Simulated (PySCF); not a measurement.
**[GdCl4]−: other functionals and bases at one geometry**

Aim: see how levels, charges and forces of [GdCl4]− depend on the level of theory. It is a constructed species; whether it can be made isn't addressed.

Program: PySCF 2.14.0. Level of theory: several levels, as the steps say, no spin–orbit coupling. These are calculated values, not measurements.

4 further runs of the same task are left out: 2 for a known fault of the program, 2 that didn't finish.

### Step 1. Starting geometry

5 atoms, charge -1, spin multiplicity 1.

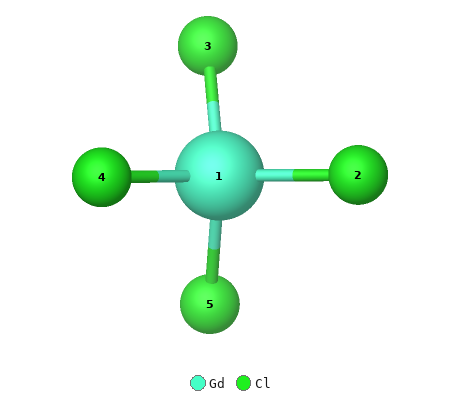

The geometry (gadolinium teal, chlorine green); atoms are numbered from 1 in the order of the file.

As a file:

| atom | x (Å) | y (Å) | z (Å) |
| --- | --- | --- | --- |
| Gd1 | 0.00000 | 0.00000 | 0.00000 |
| Cl2 | 1.48170 | 1.48170 | 1.48170 |
| Cl3 | -1.48170 | -1.48170 | 1.48170 |
| Cl4 | 1.48170 | -1.48170 | -1.48170 |
| Cl5 | -1.48170 | 1.48170 | -1.48170 |

Formal oxidation states: Gd +3. Each metal's 7 4f electrons lie in its core potential, so multiplicities, spins and levels count the valence alone. An earlier session relaxed this geometry at BP86, Gd lcecp-1-SVP with ECP53, Cl def2-SVP (singlet, point group Td).

At BP86 on the finer grid: E = -1876.822168 Eh, HOMO -3.17 eV, LUMO 2.81 eV, Mulliken charge on Gd1 +0.55 e, largest force component 0.004 eV/Å. 

Levels to run: BLYP; CAM-B3LYP; wB97X; HF; BP86, TZVP. Hardware: 2 threads of Arm Neoverse V1, shared host.

### Step 2. BLYP

run.py (the lines that set the calculation) reads:

```python
mol = gto.M(atom='''
Gd     0.00000     0.00000     0.00000
Cl     1.48170     1.48170     1.48170
Cl    -1.48170    -1.48170     1.48170
Cl     1.48170    -1.48170    -1.48170
Cl    -1.48170     1.48170    -1.48170''',
    basis={'Gd': 'lcecp-1-SVP', 'Cl': 'def2-SVP'},
    ecp={'Gd': 'lcecp-1-SVP'},
    charge=-1, spin=0)
mf = dft.RKS(mol, xc='BLYP')
mf.grids.atom_grid = (75, 302)  # f atoms: unpruned, at least (60, 302)
mf = mf.density_fit()  # fitting sets: Gd AutoAux, Cl def2-universal-JKFIT
mf.conv_tol = 1e-08; mf.max_cycle = 55
mf.kernel(dm0)  # dm0: the density of the relaxed state
```

Launch:

```
OMP_NUM_THREADS=2 python run.py
```

Log:

```text
init E= -1876.53246665592
  HOMO = -0.104312125473153  LUMO = 0.105704394644472  gap/eV = 5.71484
cycle= 1 E= -1876.53303996393  delta_E= -0.000573  |g|= 0.0275  |ddm|= 0.128
  HOMO = -0.100869963094232  LUMO = 0.104898196812846  gap/eV = 5.59924
cycle= 2 E= -1876.5325127559  delta_E= 0.000527  |g|= 0.0485  |ddm|= 0.096
  HOMO = -0.102986035849116  LUMO = 0.10529446245708  gap/eV = 5.66760
cycle= 3 E= -1876.53324200316  delta_E= -0.000729  |g|= 0.0061  |ddm|= 0.0698
  HOMO = -0.103349715703915  LUMO = 0.105025308539492  gap/eV = 5.67017
cycle= 4 E= -1876.53325459356  delta_E= -1.26e-05  |g|= 0.000448  |ddm|= 0.00943
  HOMO = -0.103321653908802  LUMO = 0.105048702778638  gap/eV = 5.67005
cycle= 5 E= -1876.5332546536  delta_E= -6e-08  |g|= 6.17e-05  |ddm|= 0.000468
  HOMO = -0.103317972722569  LUMO = 0.105051508570732  gap/eV = 5.67002
cycle= 6 E= -1876.53325465511  delta_E= -1.51e-09  |g|= 4.07e-06  |ddm|= 0.000121
  HOMO = -0.103317854914647  LUMO = 0.105051158796376  gap/eV = 5.67001
Extra cycle  E= -1876.5332546551  delta_E= 1.09e-11  |g|= 8.88e-06  |ddm|= 1.94e-05
converged SCF energy = -1876.5332546551
```

It took 5.4 s on 2 threads of Arm Neoverse V1, shared host.

Read off: E = -1876.533255 Eh, HOMO -2.81 eV, LUMO 2.86 eV, Mulliken charge on Gd1 +0.49 e, largest force component 0.110 eV/Å. 

### Step 3. CAM-B3LYP

Changes to run.py (the lines that set the calculation) since step 2:

```diff
@@ -9,3 +9,3 @@
     charge=-1, spin=0)
-mf = dft.RKS(mol, xc='BLYP')
+mf = dft.RKS(mol, xc='CAMB3LYP')
 mf.grids.atom_grid = (75, 302)  # f atoms: unpruned, at least (60, 302)
```

Launch:

```
OMP_NUM_THREADS=2 python run.py
```

Log:

```text
init E= -1876.60437102494
  HOMO = -0.213084065500329  LUMO = 0.146956446464284  gap/eV = 9.79720
cycle= 1 E= -1876.6090217885  delta_E= -0.00465  |g|= 0.0666  |ddm|= 0.279
  HOMO = -0.209676897968805  LUMO = 0.143047410544696  gap/eV = 9.59812
cycle= 2 E= -1876.60914263077  delta_E= -0.000121  |g|= 0.0626  |ddm|= 0.19
  HOMO = -0.21260142098875  LUMO = 0.144654633322293  gap/eV = 9.72143
cycle= 3 E= -1876.61034348072  delta_E= -0.0012  |g|= 0.00326  |ddm|= 0.0894
  HOMO = -0.212542322649283  LUMO = 0.144604696015403  gap/eV = 9.71847
cycle= 4 E= -1876.61034717874  delta_E= -3.7e-06  |g|= 0.00053  |ddm|= 0.00563
  HOMO = -0.212519928056593  LUMO = 0.144610356601213  gap/eV = 9.71801
cycle= 5 E= -1876.6103472907  delta_E= -1.12e-07  |g|= 8.65e-05  |ddm|= 0.00126
  HOMO = -0.212532231702917  LUMO = 0.144605747806665  gap/eV = 9.71822
cycle= 6 E= -1876.61034729484  delta_E= -4.14e-09  |g|= 2.63e-05  |ddm|= 0.000228
  HOMO = -0.212526579296119  LUMO = 0.144608758294961  gap/eV = 9.71815
Extra cycle  E= -1876.61034729518  delta_E= -3.37e-10  |g|= 1.36e-05  |ddm|= 6.49e-05
converged SCF energy = -1876.61034729518
```

Wall time 8.5 s (2 threads of Arm Neoverse V1, shared host).

It gives: E = -1876.610347 Eh, HOMO -5.78 eV, LUMO 3.94 eV, Mulliken charge on Gd1 +0.69 e, largest force component 0.033 eV/Å. 

### Step 4. wB97X

Changes to run.py (the lines that set the calculation) since step 3:

```diff
@@ -9,3 +9,3 @@
     charge=-1, spin=0)
-mf = dft.RKS(mol, xc='CAMB3LYP')
+mf = dft.RKS(mol, xc='WB97X')
 mf.grids.atom_grid = (75, 302)  # f atoms: unpruned, at least (60, 302)
```

Launch:

```
OMP_NUM_THREADS=2 python run.py
```

Log:

```text
init E= -1876.58923702655
  HOMO = -0.254298583681828  LUMO = 0.179899705500677  gap/eV = 11.81514
cycle= 1 E= -1876.59803170203  delta_E= -0.00879  |g|= 0.066  |ddm|= 0.316
  HOMO = -0.251679404150552  LUMO = 0.176324521637401  gap/eV = 11.64658
cycle= 2 E= -1876.59880032398  delta_E= -0.000769  |g|= 0.0417  |ddm|= 0.16
  HOMO = -0.254361495791245  LUMO = 0.177788956566953  gap/eV = 11.75941
cycle= 3 E= -1876.59933503902  delta_E= -0.000535  |g|= 0.00603  |ddm|= 0.0611
  HOMO = -0.254194811160144  LUMO = 0.177791661803159  gap/eV = 11.75495
cycle= 4 E= -1876.59934953369  delta_E= -1.45e-05  |g|= 0.000468  |ddm|= 0.0129
  HOMO = -0.254181163460115  LUMO = 0.177811378167537  gap/eV = 11.75512
cycle= 5 E= -1876.59934971855  delta_E= -1.85e-07  |g|= 0.000132  |ddm|= 0.00165
  HOMO = -0.254184498053194  LUMO = 0.177817389097545  gap/eV = 11.75537
cycle= 6 E= -1876.59934973711  delta_E= -1.86e-08  |g|= 2.75e-05  |ddm|= 0.000561
  HOMO = -0.254179085987489  LUMO = 0.177820307036612  gap/eV = 11.75530
cycle= 7 E= -1876.59934973753  delta_E= -4.22e-10  |g|= 5.88e-06  |ddm|= 6.71e-05
  HOMO = -0.254179745397477  LUMO = 0.177819813599264  gap/eV = 11.75531
Extra cycle  E= -1876.59934973754  delta_E= -1.18e-11  |g|= 2.64e-06  |ddm|= 1.63e-05
converged SCF energy = -1876.59934973754
```

Run time: 8.7 s. Hardware: 2 threads of Arm Neoverse V1, shared host.

Read off: E = -1876.599350 Eh, HOMO -6.92 eV, LUMO 4.84 eV, Mulliken charge on Gd1 +0.77 e, largest force component 0.016 eV/Å. 

### Step 5. HF

Changes to run.py (the lines that set the calculation) since step 4:

```diff
@@ -9,4 +9,3 @@
     charge=-1, spin=0)
-mf = dft.RKS(mol, xc='WB97X')
-mf.grids.atom_grid = (75, 302)  # f atoms: unpruned, at least (60, 302)
+mf = scf.RHF(mol)
 mf = mf.density_fit()  # fitting sets: Gd AutoAux, Cl def2-universal-JKFIT
```

Launch:

```
OMP_NUM_THREADS=2 python run.py
```

Log:

```text
init E= -1873.31237258557
  HOMO = -0.278206442217692  LUMO = 0.194710475933466  gap/eV = 12.86872
cycle= 1 E= -1873.3577539343  delta_E= -0.0454  |g|= 0.0926  |ddm|= 0.647
  HOMO = -0.286483344848265  LUMO = 0.187778647614586  gap/eV = 12.90533
cycle= 2 E= -1873.36010900866  delta_E= -0.00236  |g|= 0.0285  |ddm|= 0.184
  HOMO = -0.287713401885962  LUMO = 0.189818310163943  gap/eV = 12.99430
cycle= 3 E= -1873.36044164675  delta_E= -0.000333  |g|= 0.00968  |ddm|= 0.0476
  HOMO = -0.287460478214325  LUMO = 0.189579919715978  gap/eV = 12.98093
cycle= 4 E= -1873.36047501766  delta_E= -3.34e-05  |g|= 0.00101  |ddm|= 0.0203
  HOMO = -0.287592017050452  LUMO = 0.189577612096144  gap/eV = 12.98445
cycle= 5 E= -1873.36047583919  delta_E= -8.22e-07  |g|= 0.000319  |ddm|= 0.0028
  HOMO = -0.287550817967734  LUMO = 0.189604554610007  gap/eV = 12.98406
cycle= 6 E= -1873.36047592956  delta_E= -9.04e-08  |g|= 6.86e-05  |ddm|= 0.000948
  HOMO = -0.287560217466773  LUMO = 0.189604065532023  gap/eV = 12.98430
cycle= 7 E= -1873.36047593332  delta_E= -3.76e-09  |g|= 1.08e-05  |ddm|= 0.00019
  HOMO = -0.287559600927047  LUMO = 0.18960385811479  gap/eV = 12.98428
Extra cycle  E= -1873.36047593339  delta_E= -7e-11  |g|= 3.94e-06  |ddm|= 2.15e-05
converged SCF energy = -1873.36047593339
```

It took 3.8 s on 2 threads of Arm Neoverse V1, shared host.

Result: E = -1873.360476 Eh, HOMO -7.82 eV, LUMO 5.16 eV, Mulliken charge on Gd1 +1.17 e, largest force component 0.245 eV/Å. 

### Step 6. BP86, TZVP

Basis: Gd lcecp-1-TZVP with ECP53, Cl def2-TZVP. 

run.py (the lines that set the calculation) reads:

```python
mol = gto.M(atom='''
Gd     0.00000     0.00000     0.00000
Cl     1.48170     1.48170     1.48170
Cl    -1.48170    -1.48170     1.48170
Cl     1.48170    -1.48170    -1.48170
Cl    -1.48170     1.48170    -1.48170''',
    basis={'Gd': 'lcecp-1-TZVP', 'Cl': 'def2-TZVP'},
    ecp={'Gd': 'lcecp-1-TZVP'},
    charge=-1, spin=0)
mf = dft.RKS(mol, xc='B88,P86')
mf.grids.atom_grid = (75, 302)  # f atoms: unpruned, at least (60, 302)
mf = mf.density_fit()  # fitting sets: Gd AutoAux, Cl def2-universal-JKFIT
mf.conv_tol = 1e-08; mf.max_cycle = 55
mf.kernel(dm0)  # dm0: free metal ions and neutral atoms
```

Launch:

```
OMP_NUM_THREADS=2 python run.py
```

Log:

```text
init E= -1907.60901713627
  HOMO = -0.0555697241280112  LUMO = 0.106593561721125  gap/eV = 4.41269
cycle= 1 E= -1876.68169398989  delta_E= 30.9  |g|= 3.02  |ddm|= 2.63
  HOMO = -0.27821161849621  LUMO = 0.0990773955247572  gap/eV = 10.26656
cycle= 2 E= -1876.17211066314  delta_E= 0.51  |g|= 2.69  |ddm|= 3.43
  HOMO = -0.109655197452481  LUMO = 0.0463783451731092  gap/eV = 4.24589
cycle= 3 E= -1877.18943377464  delta_E= -1.02  |g|= 0.955  |ddm|= 2.73
  HOMO = -0.116807000060371  LUMO = 0.110782101832114  gap/eV = 6.19301
cycle= 4 E= -1877.43727780841  delta_E= -0.248  |g|= 0.205  |ddm|=    1
  HOMO = -0.134950785278921  LUMO = 0.0805003169328055  gap/eV = 5.86272
cycle= 5 E= -1877.45164022867  delta_E= -0.0144  |g|= 0.0656  |ddm|= 0.331
  HOMO = -0.12833203064293  LUMO = 0.0890217636383909  gap/eV = 5.91450
cycle= 6 E= -1877.45292208087  delta_E= -0.00128  |g|= 0.0159  |ddm|= 0.0683
  HOMO = -0.128848048355536  LUMO = 0.0902768886744546  gap/eV = 5.96269
cycle= 7 E= -1877.45299761976  delta_E= -7.55e-05  |g|= 0.00172  |ddm|= 0.0171
  HOMO = -0.129003433248009  LUMO = 0.0902100333458269  gap/eV = 5.96510
cycle= 8 E= -1877.45299843606  delta_E= -8.16e-07  |g|= 0.000197  |ddm|= 0.00206
  HOMO = -0.129010784387641  LUMO = 0.0901987513796856  gap/eV = 5.96500
cycle= 9 E= -1877.45299844822  delta_E= -1.22e-08  |g|= 6.4e-06  |ddm|= 0.000239
  HOMO = -0.129010347624083  LUMO = 0.0901996098754093  gap/eV = 5.96501
cycle= 10 E= -1877.45299844824  delta_E= -1.91e-11  |g|= 5.86e-07  |ddm|= 8.68e-06
  HOMO = -0.129010425577246  LUMO = 0.0901995453466102  gap/eV = 5.96501
Extra cycle  E= -1877.45299844824  delta_E= 2.73e-12  |g|= 7.35e-07  |ddm|= 1.12e-06
converged SCF energy = -1877.45299844824
```

Run time: 17 s. Hardware: 2 threads of Arm Neoverse V1, shared host.

Read off: E = -1877.452998 Eh, HOMO -3.51 eV, LUMO 2.45 eV, Mulliken charge on Gd1 +1.18 e, largest force component 0.036 eV/Å. 

### Step 7. Results

| level | state | HOMO (eV) | gap (eV) | charge on Gd1 (e) | dipole (D) | largest force (eV/Å) | basis functions | time |
| --- | --- | --- | --- | --- | --- | --- | --- | --- |
| BP86 (relaxed here) | singlet | -3.17 | 5.98 | 0.55 | 0.00 | 0.00 | 105 | 11 s |
| BLYP | singlet | -2.81 | 5.67 | 0.49 | 0.00 | 0.11 | 105 | 5.4 s |
| CAM-B3LYP | singlet | -5.78 | 9.72 | 0.69 | 0.00 | 0.03 | 105 | 8.5 s |
| wB97X | singlet | -6.92 | 11.76 | 0.77 | 0.00 | 0.02 | 105 | 8.7 s |
| HF | singlet | -7.82 | 12.98 | 1.17 | 0.00 | 0.25 | 105 | 3.8 s |
| BP86, TZVP | singlet | -3.51 | 5.97 | 1.18 | 0.00 | 0.04 | 195 | 17 s |

Times are on 2 threads of Arm Neoverse V1, shared host; the first row also made further properties. The dipole of a charged species depends on the origin, so these sizes hold for this origin alone.

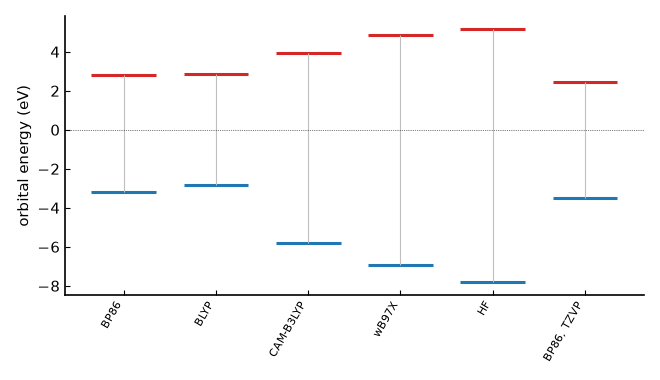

Highest filled and lowest empty level, method by method.

In one basis the HOMO–LUMO gap runs from 5.67 eV (BLYP) to 12.98 eV (HF). The largest leftover force, 0.25 eV/Å with HF, stands at a geometry relaxed at another level. The Mulliken charge on Gd spans +0.49 to +1.18 e over the levels. With 4f in the core, its levels are missing from HOMO and gap. Total energies of different levels can't be compared. Spin–orbit coupling is left out throughout.
